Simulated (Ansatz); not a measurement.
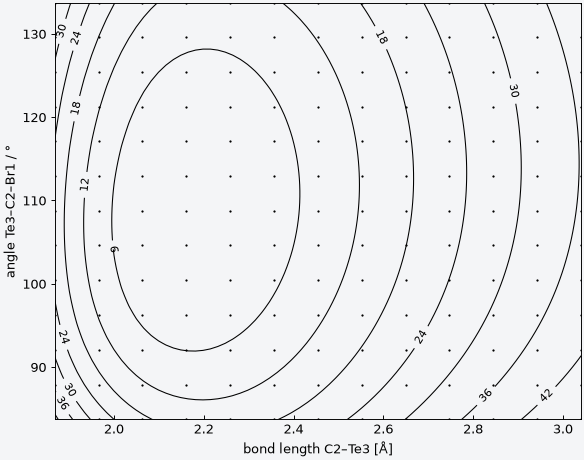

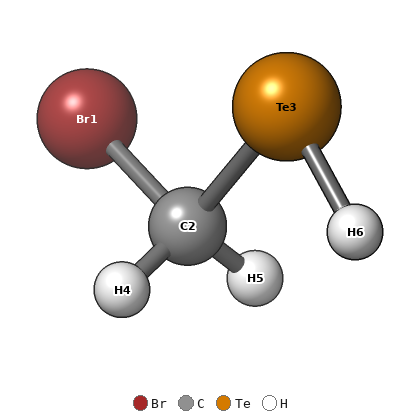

Energy landscape of CH3BrTe, SMILES BrC[TeH]. 
- The first coordinate is: bond length C2–Te3; the second: angle Te3–C2–Br1.
- Nothing is relaxed (all other coordinates rigid).
- The scan uses a 13 × 13 grid.
- Energies: kcal/mol, counted from the relaxed molecule at the same level.
- Theory: RKS PBE-D4/def2-TZVP (Ansatz).

The picture shows contour lines labelled in kcal/mol, dots at the grid points. Between grid points the surface is interpolated. The second picture is the structure at the lowest point.

Question: Describe this landscape.

Answer: The lowest grid point is at bond length C2–Te3 = 2.161 Å, angle Te3–C2–Br1 = 108.7°, 0.017 kcal/mol from the relaxed molecule at the same level. No other kind of well shows on this grid. The highest grid point, bond length C2–Te3 = 3.041 Å, angle Te3–C2–Br1 = 83.7°, lies 47.4 kcal/mol above the lowest. Round the minimum the two coordinates are weakly coupled (coupling −0.09 in units of the two stiffnesses).

Grid values (kcal/mol):

```
angle Te3–C2–Br1 ↓, bond length C2–Te3 →  1.868  1.966  2.063  2.161  2.259  2.356  2.454  2.552  2.650  2.747  2.845  2.943  3.041
                                   133.7   36.5   21.6   13.6   10.2    9.8   11.5   14.4   18.1   22.2   26.5   30.9   35.1   39.2
                                   129.6   32.5   18.0   10.3    7.2    7.1    9.1   12.3   16.2   20.5   25.0   29.5   33.9   38.1
                                   125.4   29.0   14.8    7.5    4.7    4.9    7.1   10.5   14.6   19.1   23.7   28.4   32.9   37.2
                                   121.2   26.1   12.3    5.2    2.7    3.1    5.5    9.1   13.4   18.0   22.8   27.6   32.2   36.6
                                   117.1   24.0   10.4    3.6    1.2    1.9    4.4    8.2   12.6   17.4   22.2   27.1   31.8   36.3
                                   112.9   22.5    9.1    2.5    0.3    1.2    3.9    7.7   12.3   17.1   22.0   27.0   31.7   36.2
                                   108.7   21.7    8.5    2.0    0.0    1.0    3.8    7.8   12.4   17.3   22.3   27.2   32.0   36.5
                                   104.6   21.9    8.6    2.3    0.3    1.4    4.3    8.3   13.0   17.9   22.9   27.9   32.6   37.1
                                   100.4   22.9    9.7    3.3    1.3    2.4    5.4    9.5   14.1   19.1   24.1   29.0   33.7   38.2
                                    96.2   25.3   11.7    5.2    3.1    4.2    7.1   11.2   15.9   20.8   25.8   30.6   35.3   39.7
                                    92.1   29.0   15.0    8.1    5.9    6.8    9.6   13.6   18.2   23.1   28.0   32.8   37.3   41.6
                                    87.9   34.9   20.2   12.7    9.9   10.5   13.0   16.9   21.4   26.2   31.0   35.6   40.1   44.2
                                    83.7   43.7   27.7   19.2   15.7   15.6   17.7   21.2   25.5   30.1   34.7   39.2   43.5   47.4
```

The input of one point:

```yaml
crystal:
  periodic: [false, false, false]
  atoms:
    - { symbol: Br, position_ang: [-2.074723, 0.090652, -0.929028] }
    - { symbol: C, position_ang: [-0.19157, -0.105921, -0.472328] }
    - { symbol: Te, position_ang: [0.083094, 0.462287, 1.594462] }
    - { symbol: H, position_ang: [0.072451, -1.155311, -0.619479] }
    - { symbol: H, position_ang: [0.374818, 0.556332, -1.1305] }
    - { symbol: H, position_ang: [1.731189, 0.146888, 1.537057] }
basis:
  gaussian: { orbitals: def2-TZVP }
hamiltonian:
  xc: pbe
  dispersion: d4
output:
  forces: true
```

Each point was launched as `ansatz run input.yaml --threads 1 --pin off --max-ram 2560MiB --backend cpu --events-out ev --progress --plain --runs-dir out`. The whole map (169 points run) took 7.4 min on 1 thread of Intel(R) Xeon(R) 6975P-C (Granite Rapids) (shared host).
